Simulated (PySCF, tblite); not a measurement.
# C5H2NO radical: geometry, infrared bands and EPR parameters

Aim: predict the infrared bands and EPR parameters of C5H2NO radical (`N#Cc1[c]cco1`).

The runs use tblite 0.8.0 and PySCF 2.14.0, with density-fitted response routines of our own; the level of theory stands in each step. All values are computed, except where a source is named. Atoms are numbered from 0 throughout.

### Step 1. The molecule as given

9 atoms, charge 0, multiplicity 2; geometry from: force field or distance geometry start.

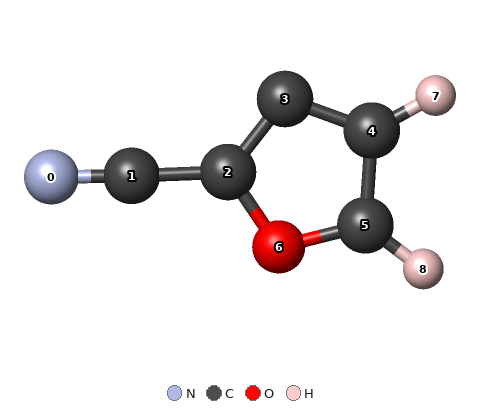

The starting geometry (nitrogen light blue, carbon dark grey, oxygen red, hydrogen pink), atoms numbered.

### Step 2. Geometry optimisation with GFN2-xTB

The job: settings as JSON, then the geometry in Å.

```
{"job": {"kind": "relax", "xc": "GFN2-xTB", "basis": "xTB"}, "charge": 0, "multiplicity": 2}
N      3.460800     0.027000     0.068500
C      2.275800     0.003200     0.052800
C      0.852300    -0.037700     0.069600
C     -0.006400    -0.684600     0.924300
C     -1.281100    -0.412300     0.523200
C     -1.164900     0.418400    -0.606500
O      0.119200     0.618000    -0.836500
H     -2.231700    -0.724300     0.923900
H     -2.010400     0.798300    -1.144500
```

Command:

```console
$ OMP_NUM_THREADS=1 python probes_run.py task.json out
```

This one command runs all jobs of the session in turn.

**Question.** This job is followed by: GFN2-xTB harmonic vibrations, gas phase; UKS B3LYP, pcH-1 on C H N O, non-relativistic, mean-field spin-orbit, GIAO. What will the session give for the following? strongest single infrared mode (GFN2-xTB); zero-point energy (GFN2-xTB); g(iso) (B3LYP); ⟨S²⟩; largest a(iso); surface potential, least and greatest.

The runs gave:

```
                                 quantity                  value
strongest single infrared mode (GFN2-xTB)  2374 cm⁻¹, 243 km/mol
             zero-point energy (GFN2-xTB)          34.2 kcal/mol
                           g(iso) (B3LYP)                2.00202
                                     ⟨S²⟩     0.759 (exact 0.75)
                           largest a(iso)   13C on C3, 550.0 MHz
    surface potential, least and greatest     -1.69 V and 1.77 V
```

Over 24 steps the energy fell by 0.254 eV; of the close pairs, N0–C1 changed most, 1.185 to 1.146 Å. All 21 modes are real, so the xTB geometry is a minimum. The strongest single mode, at 2374 cm⁻¹, moves mainly C1 and N0. Unscaled tight-binding wavenumbers are off by several per cent, some by more. Its intensities can rank the bands wrongly. Most of the unpaired spin sits on C3 (1.03 e). The isotropic g lies 0.3 ppt below the free-electron value.
